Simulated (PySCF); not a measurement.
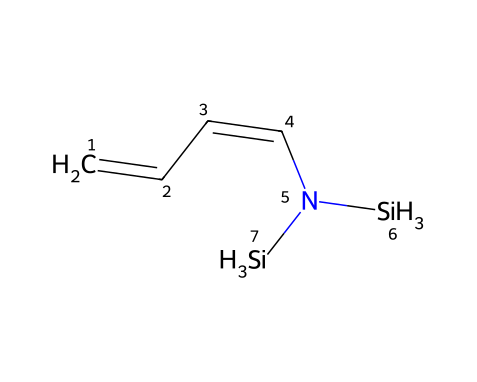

Skeletal drawing with numbered atoms; wedges and dashes mark any stereocentres. The configuration is that of a computed structure (PBE0-D3(BJ)/def2-SVP).

### What are the Cahn–Ingold–Prelog descriptors?

C3=C4: Z.

### Give a SMILES with the stereochemistry.

C=C/C=C\N([SiH3])[SiH3]
